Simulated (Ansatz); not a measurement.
System: F₃H₃W.

Input file:

```
crystal:
  periodic: [false, false, false]
  atoms:
    - { symbol: W, position_ang: [-0.132451, 0.251261, 0.370192] }
    - { symbol: F, position_ang: [0.610689, -0.170407, 2.023823] }
    - { symbol: H, position_ang: [1.486999, -0.177002, 0.072111] }
    - { symbol: F, position_ang: [0.281232, 1.992394, -0.218085] }
    - { symbol: F, position_ang: [-1.878939, -0.354216, -0.002725] }
    - { symbol: H, position_ang: [0.201165, -1.339924, -0.067389] }
    - { symbol: H, position_ang: [0.240905, -0.072106, -1.238427] }
basis:
  gaussian: { orbitals: def2-SVP }
hamiltonian:
  xc: pbe
relax:
  f_tol: 0.03
  max_steps: 50
output:
  orbitals: {}
```

Command:

```sh
ansatz run input.yaml --threads 1 --pin off --max-ram 2048MiB --backend cpu --events-out ev --progress --plain --runs-dir out
```

The fields are those of the run's last geometry, not of the input's.

Core potentials replace the inner electrons of W.

Computed with RKS PBE/def2-SVP in Ansatz.

Q: Predict the electron density and electron localisation function between the atoms.

A: W–F (1.88 Å): ρ at the midpoint is about 1 e/Å³; the ELF peaks at about 0.85 in the valence shell of F, 0.5 Å from its nucleus, and drops to about 0.25 between the two atoms.

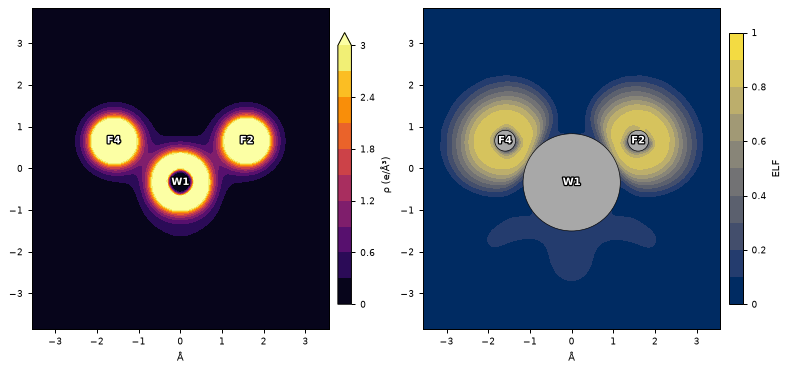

Computed electron density and electron localisation function on the plane of atoms F2, W1 and F4, in this order. Grey discs cover the atomic cores in the ELF map. 
